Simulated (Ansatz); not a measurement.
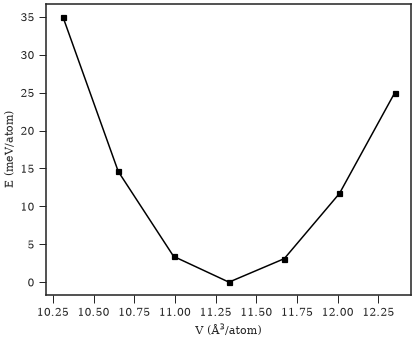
*MgCu3H (anti-perovskite, Pm-3m) under volume change, PBE in the plane-wave PAW code Ansatz, scaled uniformly.*

Q: What does a third-order Birch–Murnaghan fit give for V₀, B₀ and B′?

A: V₀ = 11.33 Å³/atom, B₀ = 102 GPa, B′ = 4.6.

The start of the workflow was typed in or built on a structure type; neither database checked (COD, Materials Project) lists it. Whether it is the stable phase at ambient conditions was not checked. The PBE relaxation kept the symmetry of its start; its stability against distortions is not shown here. No spin polarisation was allowed.

Potentials: the earlier of the program's two PAW sets.
